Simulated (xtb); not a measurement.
Molecular dynamics of C₄H₃N₃OSi (part 2 of 2)

C₄H₃N₃OSi; GFN2-xTB (xtb 6.7.1 later snapshot). The starting geometry was optimised with GFN2-xTB.

Geometry of the input (Å):
```
C  1.2451  -1.4959  -0.7053
O  1.0080  -0.2350  -0.1431
Si -0.2955  0.5964  0.2793
C  -1.4780  0.9649  -1.1246
N  -2.1885  1.1718  -1.9971
C  0.3981  2.1899  0.9449
N  0.7781  3.1835  1.3622
C  -1.3555  -0.2214  1.5880
N  -1.9906  -0.7438  2.3833
H  0.8519  -2.2841  -0.0607
H  0.7794  -1.5714  -1.6895
H  2.3244  -1.6103  -0.8034
```

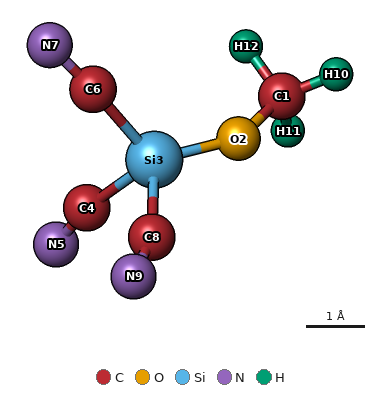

Fig. 1: The geometry at step 5 of the log (ball-and-stick view, seen at a tilt; atoms are numbered from 1 in the order of the input).

What the program printed, continued:
```
Wiberg/Mayer (AO) data.
largest (>0.10) Wiberg bond orders for each atom

 ---------------------------------------------------------------------------
     #   Z sym  total        # sym  WBO       # sym  WBO       # sym  WBO
 ---------------------------------------------------------------------------
     1   6      3.928 --    10      0.982    11      0.982    12      0.978
                             2      0.972
     2   8      2.367 --     3      1.248     1      0.972
     3  14      3.970 --     2      1.248     4      0.838     8      0.838
                             6      0.827
     4   6      3.899 --     5      2.938     3      0.838
     5   7      3.039 --     4      2.938
     6   6      3.899 --     7      2.948     3      0.827
     7   7      3.040 --     6      2.948
     8   6      3.899 --     9      2.938     3      0.838
     9   7      3.039 --     8      2.938
    10   1      0.997 --     1      0.982
    11   1      0.997 --     1      0.982
    12   1      0.994 --     1      0.978
 ---------------------------------------------------------------------------

Topologies differ in total number of bonds
Writing topology from bond orders to xtbtopo.mol

molecular dipole:
                 x           y           z       tot (Debye)
 q only:        0.658      -0.962      -0.451
   full:        1.037      -1.339      -0.632       4.595
molecular quadrupole (traceless):
                xx          xy          yy          xz          yz          zz
 q only:        0.284      -4.046       1.293      -1.883       1.803      -1.577
  q+dip:        1.272      -4.098       0.007      -1.914       0.943      -1.280
   full:        0.828      -5.889       1.266      -2.741       2.184      -2.094

           -------------------------------------------------
          | TOTAL ENERGY              -24.527136768918 Eh   |
          | GRADIENT NORM               0.000075314921 Eh/α |
          | HOMO-LUMO GAP               3.694460074008 eV   |
           -------------------------------------------------
           -------------------------------------------------
          |               Molecular Dynamics                |
           -------------------------------------------------
 trajectories on xtb.trj or xtb.trj.<n>

 MD time /ps        :    0.20
 dt /fs             :    0.50
 SCC accuracy       :    2.00
 temperature /K     :  200.00
 max steps          :   400
 block length (av.) :  5000
 dumpstep(trj) /fs  :   20.00    40
 dumpstep(coords)/fs: 1000.00  2000
 H atoms mass (amu) :     1
 # deg. of freedom  :    36
 SHAKE off
         time (ps)    <Epot>      Ekin   <T>   T     Etot       error
      0    0.00      0.00000   0.0399    0.    0.   -24.48723    0.0000
    200    0.10    -24.38822   0.0169  348.  297.   -24.49240    0.0022
 average properties
 Epot               :  -24.448497242543951
 Epot (accurate SCC):  -24.508875680088213
 Ekin               :   1.9331363190446069E-002
 Etot               :  -24.429165879353505
 T                  :   339.13152470517963
 normal exit of md()

------------------------------------------------------------------------
------------------------------------------------------------------------
 total:
 *  cpu-time:     0 d,  0 h,  0 min,  2.907 sec
 * ratio c/w:     1.000 speedup
 SCF:
 *  cpu-time:     0 d,  0 h,  0 min,  0.010 sec
 * ratio c/w:     1.000 speedup
 MD:
 *  cpu-time:     0 d,  0 h,  0 min,  2.889 sec
 * ratio c/w:     1.000 speedup
```

Standard error:
```
normal termination of xtb
```

Trajectory as extended XYZ (Å, eV, eV/Å), 10 frames, from step=0 to step=9:
```
12
Properties=species:S:1:pos:R:3 step=0 time_fs=0.0 energy=-667.41739
C     1.2451   -1.4959   -0.7053
O     1.0080   -0.2350   -0.1431
Si   -0.2955    0.5964    0.2793
C    -1.4780    0.9649   -1.1246
N    -2.1885    1.1718   -1.9971
C     0.3981    2.1899    0.9449
N     0.7781    3.1835    1.3622
C    -1.3555   -0.2214    1.5880
N    -1.9906   -0.7438    2.3833
H     0.8519   -2.2841   -0.0607
H     0.7794   -1.5714   -1.6895
H     2.3244   -1.6103   -0.8034
12
Properties=species:S:1:pos:R:3 step=1 time_fs=20.0 energy=-666.84662
C     1.3726   -1.3929   -0.8273
O     1.1018   -0.2979    0.0013
Si   -0.2769    0.5268    0.2296
C    -1.5483    0.8636   -1.0885
N    -2.2358    1.2473   -1.9220
C     0.3603    2.1337    0.8480
N     0.7289    3.0619    1.4087
C    -1.4123   -0.0512    1.5995
N    -2.0269   -0.6069    2.3712
H     1.1489   -2.1877   -0.1127
H     0.6044   -1.5204   -1.7219
H     2.4966   -1.4136   -1.1015
12
Properties=species:S:1:pos:R:3 step=2 time_fs=40.0 energy=-666.84510
C     1.4991   -1.3688   -0.8750
O     1.0965   -0.3539    0.0255
Si   -0.2611    0.4725    0.2102
C    -1.5304    0.8172   -1.1453
N    -2.3081    1.2793   -1.8426
C     0.3631    2.1293    0.8275
N     0.6999    3.0202    1.4461
C    -1.4055   -0.0381    1.5874
N    -2.1214   -0.4454    2.4179
H     1.6115   -2.4129   -0.5210
H     0.6808   -1.3492   -1.6832
H     2.4896   -0.9012   -1.2181
12
Properties=species:S:1:pos:R:3 step=3 time_fs=60.0 energy=-667.07698
C     1.6478   -1.2939   -0.9698
O     0.9996   -0.4656   -0.0154
Si   -0.2660    0.4687    0.2189
C    -1.4427    0.8581   -1.1747
N    -2.3519    1.2334   -1.7696
C     0.3579    2.0802    0.8853
N     0.6848    3.0358    1.4412
C    -1.4177   -0.1586    1.6070
N    -2.1764   -0.2433    2.4255
H     1.9713   -2.2433   -0.4959
H     0.9561   -1.5435   -1.7011
H     2.5088   -0.7434   -1.3154
12
Properties=species:S:1:pos:R:3 step=4 time_fs=80.0 energy=-666.84915
C     1.7443   -1.1947   -1.0400
O     0.9099   -0.5995   -0.0807
Si   -0.2667    0.4255    0.2503
C    -1.4316    0.9538   -1.1136
N    -2.3499    1.1509   -1.7639
C     0.3491    2.0531    1.0042
N     0.6821    3.0637    1.4031
C    -1.4121   -0.1672    1.5612
N    -2.2002   -0.1037    2.4204
H     2.1810   -1.9585   -0.3917
H     1.2670   -1.6807   -1.8240
H     2.5324   -0.6394   -1.3773
12
Properties=species:S:1:pos:R:3 step=5 time_fs=100.0 energy=-666.93265
C     1.8233   -1.1202   -1.0158
O     0.8040   -0.7365   -0.1487
Si   -0.2190    0.4229    0.2656
C    -1.4983    0.9834   -1.0073
N    -2.3060    1.1001   -1.8110
C     0.3564    2.0039    1.0506
N     0.6781    3.0591    1.3699
C    -1.4512   -0.0810    1.5792
N    -2.2180   -0.0625    2.4149
H     2.6032   -1.7587   -0.6775
H     1.3550   -1.5632   -1.9811
H     2.3029   -0.1848   -1.4139
12
Properties=species:S:1:pos:R:3 step=6 time_fs=120.0 energy=-666.92680
C     1.8300   -0.9486   -1.0193
O     0.6828   -0.8404   -0.1674
Si   -0.2205    0.3992    0.2679
C    -1.5003    0.9066   -0.9777
N    -2.2382    1.0970   -1.8330
C     0.4568    2.0083    0.9751
N     0.6842    3.0537    1.3854
C    -1.4357    0.0018    1.6385
N    -2.2594   -0.0869    2.4235
H     2.6582   -1.4724   -0.5090
H     1.5312   -1.5199   -2.0111
H     2.1456    0.0861   -1.4665
12
Properties=species:S:1:pos:R:3 step=7 time_fs=140.0 energy=-666.84946
C     1.7710   -0.7743   -1.0024
O     0.6163   -0.8677   -0.1786
Si   -0.2595    0.3830    0.3251
C    -1.4400    0.8206   -1.0817
N    -2.2114    1.1264   -1.8636
C     0.5451    2.0217    0.8363
N     0.7276    3.0016    1.3914
C    -1.3869    0.0149    1.7225
N    -2.2867   -0.1352    2.4381
H     2.4524   -1.2049   -0.2505
H     1.6984   -1.4158   -1.8929
H     2.0796    0.2223   -1.4283
12
Properties=species:S:1:pos:R:3 step=8 time_fs=160.0 energy=-666.82002
C     1.7622   -0.7041   -0.9286
O     0.6189   -0.8265   -0.1641
Si   -0.3214    0.4133    0.3204
C    -1.4087    0.8157   -1.1297
N    -2.1725    1.1416   -1.9220
C     0.5117    1.9771    0.7864
N     0.8463    2.9366    1.3289
C    -1.4138   -0.0417    1.8034
N    -2.2795   -0.1938    2.4976
H     2.7072   -0.9193   -0.3908
H     1.5986   -1.2937   -1.7418
H     1.7663    0.2535   -1.3596
12
Properties=species:S:1:pos:R:3 step=9 time_fs=180.0 energy=-667.18262
C     1.7945   -0.6620   -0.9300
O     0.6544   -0.7452   -0.0513
Si   -0.4134    0.3722    0.3079
C    -1.4958    0.9024   -1.1238
N    -2.1284    1.1462   -2.0407
C     0.4499    1.9947    0.8743
N     1.0256    2.9137    1.2220
C    -1.4693   -0.0930    1.7225
N    -2.2199   -0.2700    2.6035
H     2.7018   -0.7734   -0.3724
H     1.6774   -1.4465   -1.6695
H     1.8148    0.2952   -1.3661
```

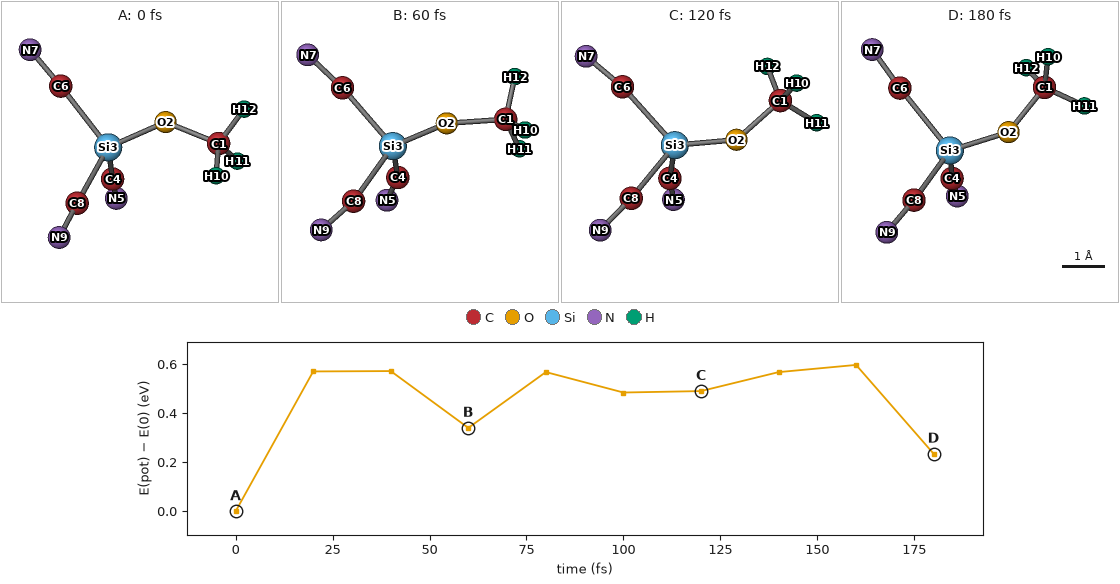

Fig. 2: Frames of the molecular dynamics (ball-and-stick, seen at a tilt) above the curves, on which the letters mark them. The trajectory kept here has 10 frames over 180 fs. The potential energy ends 0.235 eV above its first value. After an unweighted best fit of the last frame on the first, the root-mean-square displacement is 0.88 Å, and H10 has moved furthest (1.57 Å).

Summary:

```csv
quantity,value
outcome,finished
trajectory,"10 frames kept, 180 fs"
electrons treated,44
potential energy (first step),−24.527137 hartree
dispersion energy (first step),−0.009287 hartree
basis functions (first step),45
hardware,"1 thread of Arm Neoverse V1, 24 GiB of memory available, shared host"
wall time,3 s
peak memory,0.072 GiB
```

Notes:

Settings chosen away from the usual ones: method = gfn2-xtb; task = md; geo = {"prev": "A"}; x = {"md_temperature": 200, "md_time": 0.2, "time_step": 0.5, "md_dump": 20, "hydrogen_mass": 1, "shake": 0, "nvt": "false"}. So short a trajectory is not equilibrated.
